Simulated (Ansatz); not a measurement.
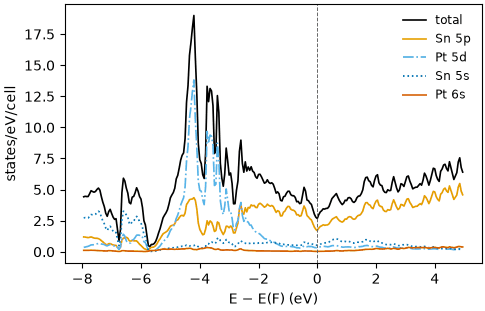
*Total and projected density of states of Sn$_{4}$Pt in space group Ccce (No. 68; Sn on 16i, Pt on 4b), plane-wave PAW PBEsol (Ansatz code)*

Q: Which orbitals carry the states next to the Fermi level?

A: Within 0.5 eV of the Fermi level: Sn 5p 66 %, Sn 5s 18 %, Pt 5d 11 %. Projections are on Löwdin-orthogonalised atomic valence shells; empty p or d shells of many metals are not among them.

Q: Where is the tallest occupied peak in this window, and what makes it?

A: Near -4.2 eV, about 19 states/eV per cell; the largest projected share is Pt 5d.

The workflow started from a Materials Project entry (that database holds measured and hypothetical structures alike); the Crystallography Open Database files this formula in space group No. 68, but the cells were not matched. Whether it is the stable phase at ambient conditions was not checked. The cell was relaxed with PBEsol under the symmetry of its start; of distortions, only those at the zone centre were tested. The run is not spin-polarised. Spin–orbit coupling is left out wherever it is not named.

Potentials: the later of the program's two PAW sets.
